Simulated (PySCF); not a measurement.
```xyz
2

I     0.0000    0.0000   -0.9241
Br    0.0000    0.0000    1.4859
```

Core potentials replace the inner electrons of I.

Level of theory: PBE0/cc-pVDZ(-PP), non-relativistic Hamiltonian with scalar-relativistic core potentials where named, at a bond length of 2.410 Å in PySCF 2.14.0.

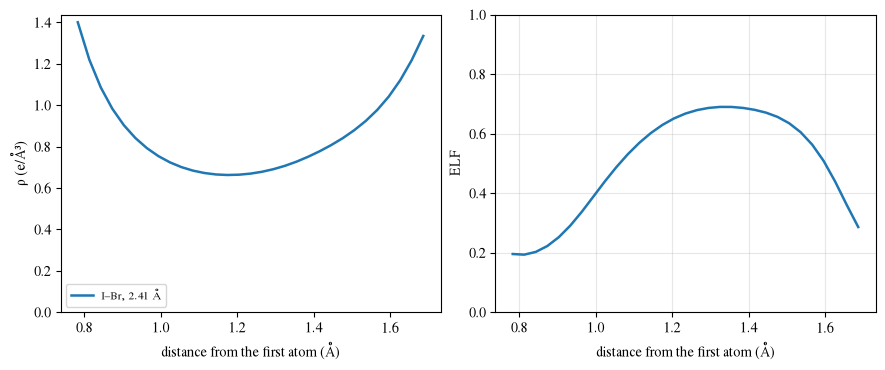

IBr (charge +1, doublet). Electron density and ELF along straight lines between neighbouring atoms. The curves leave out the atomic cores.

> What can be read from the curves?

I–Br (2.41 Å): the density is about 0.66 e/Å³ at the midpoint; the ELF peaks at about 0.70 between the atoms.
